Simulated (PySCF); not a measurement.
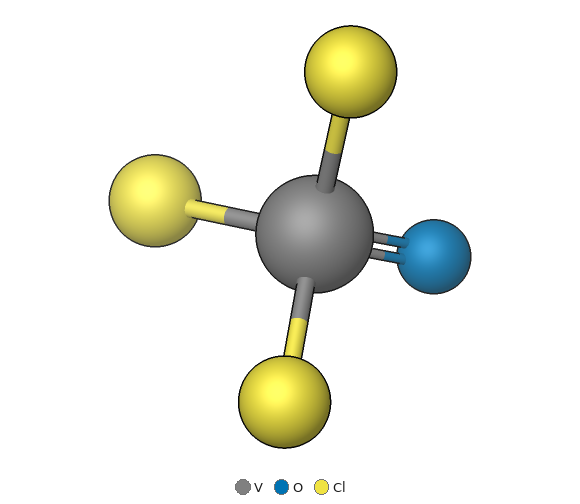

Multiple sticks mark multiple bonds (one Kekulé form).

Charge 0, singlet.

**What is the molecular formula?**

VCl₃O, 5 atoms: 1 vanadium, 3 chlorine and 1 oxygen.

**How many bonds of each kind are drawn?**

3 Cl–V, 1 O–V.

The parts below concern this one geometry. Atoms keep their numbers from picture to picture. The computed structure is the end point of a PBE0-D3(BJ)/def2-SVP optimisation. No frequency run is at hand to confirm it as a minimum.

### Core levels

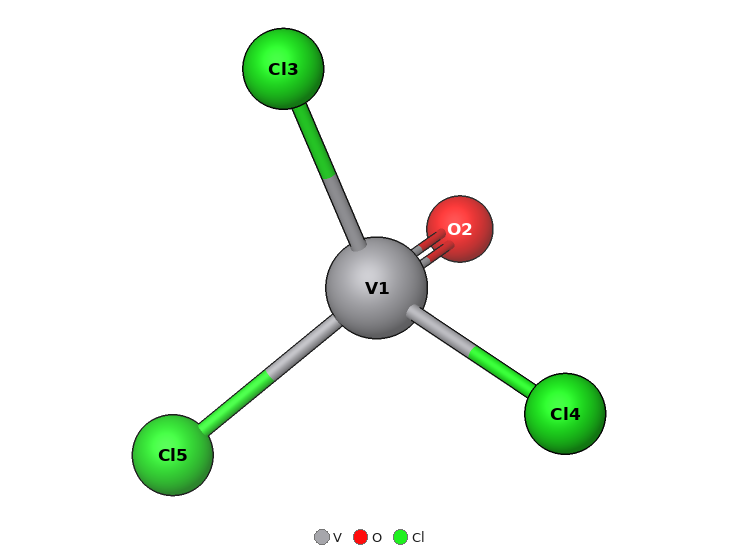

No frequency run is at hand to confirm it as a minimum. Properties computed with delta-SCF UKS SCAN, pcX-2 on the ionised atom (unc-x2c-TZVPall on a metal), pcseg-1 elsewhere, spin-free X2C (PySCF 2.14.0).

Give the core-electron binding energies (to vacuum; p and d levels without spin–orbit splitting) of V1 2p, O2 1s, Cl3 1s, Cl3 2p.

```csv
atom,level,binding energy (eV)
V1,2p,526.5
O2,1s,538.8
Cl3,1s,2828.9
Cl3,2p,206.9
```

### Quadrupole coupling

No frequency run is at hand to confirm it as a minimum. Electric field gradients from the ground-state density, PBE0/pcSseg-1 (pcSseg-2 on V) (PySCF 2.14.0), non-relativistic apart from any core potentials.

Give the largest field-gradient component, the quadrupole coupling constant and the asymmetry for 17O at O2 (Q = −25.6 mb), 35Cl at Cl3 (Q = −81.7 mb).

```tsv
atom	V_zz (a.u.)	e²qQ/h (MHz)	η
O2	−0.183	1.10	0.02
Cl3	1.137	−21.8	0.92
```

### Levels of theory compared

No frequency run is at hand to confirm it as a minimum. Program: PySCF 2.14.0.

At this fixed geometry, give HOMO–LUMO gap (eV) at these levels: B3LYP/pcSseg-1 (pcSseg-2 on V); CAM-B3LYP/def2-SVPD; PBE/pcSseg-1 (pcSseg-2 on V); PBE0/pcSseg-1 (pcSseg-2 on V).

| level | HOMO–LUMO gap (eV) |
| --- | --- |
| B3LYP/pcSseg-1 (pcSseg-2 on V) | 4.82 |
| CAM-B3LYP/def2-SVPD | 7.39 |
| PBE/pcSseg-1 (pcSseg-2 on V) | 3.20 |
| PBE0/pcSseg-1 (pcSseg-2 on V) | 5.29 |

### Bond orders

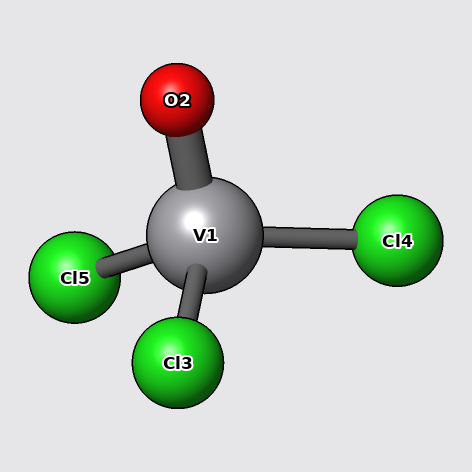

The thickness of each stick grows with its Mayer bond order. No frequency run is at hand to confirm it as a minimum. Level of theory: PBE0/pcSseg-1 (pcSseg-2 on V) (PySCF 2.14.0).

List the Mayer bond orders of V1–O2, V1–Cl3 (one bond of each equivalent set).

```tsv
bond	Mayer order	length (Å)
V1–O2	2.29	1.528
V1–Cl3	1.14	2.125
```
